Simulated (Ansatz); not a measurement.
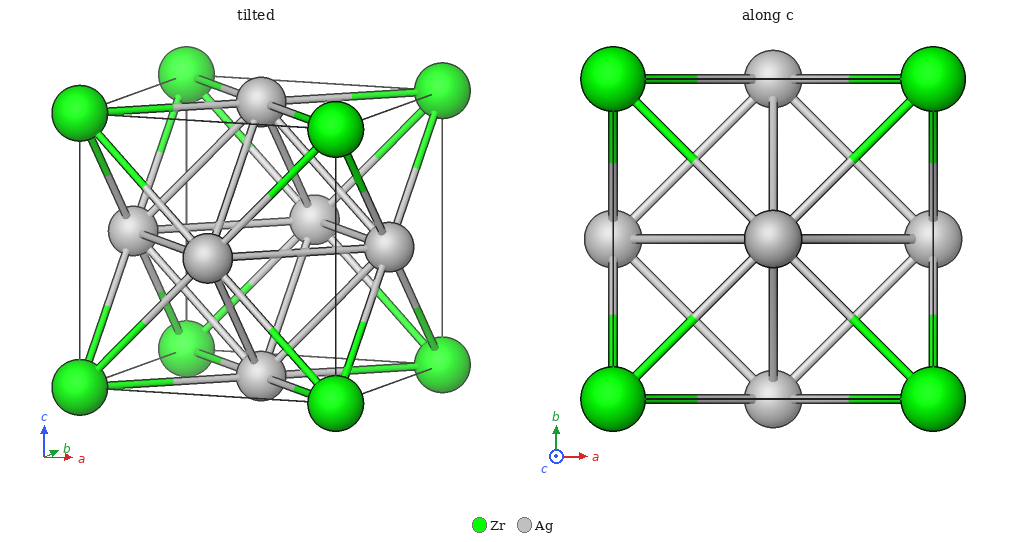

A ball-and-stick rendering, viewed slightly off an axis and along the c axis. One conventional unit cell is framed, with atoms on its boundary repeated.

ZrAg3, Cu₃Au (L1₂) type, space group Pm-3m (No. 221), a = 4.273 Å, b = 4.273 Å, c = 4.273 Å, α = 90.00°, β = 90.00°, γ = 90.00°. It goes back to a structure type filled with these elements by a generator (whether the compound takes this form wasn't checked). Earlier steps of the study, as a rule a relaxation of our own, may have changed the cell and positions, so they can lie some per cent off the listed ones. It was the input of a calculation with Ansatz.

This one geometry was computed with Ansatz (DFT, plane waves, PAW) at five levels of theory: PBEsol, PBE, r2SCAN, LDA and PBE with spin-orbit coupling.

Which level gives the highest pressure at this volume, and what does that say about its equilibrium volume?

Highest: PBE (0.0 GPa) and PBE with spin-orbit coupling (-0.1 GPa), which points to the largest equilibrium volume. Lowest, with the smallest volume: LDA (-9.1 GPa). Levels within 0.5 GPa of each other can't be told apart.

How does the band gap change with the level of theory?

All levels give a metal.

Collect the results in a table.

| level | cutoff (eV) | k-mesh of the run's cell | gap (eV) | pressure (GPa) |
| --- | --- | --- | --- | --- |
| PBEsol | 420 | 8×8×8 | metal | -5.5 |
| PBE | 420 | 8×8×8 | metal | 0.0 |
| r2SCAN | 500 | 8×8×8 | metal | -2.2 |
| LDA | 420 | 8×8×8 | metal | -9.1 |
| PBE with spin-orbit coupling | 420 | 8×8×8 | metal | -0.1 |

Gaps are taken on the k-mesh or band path of each run.
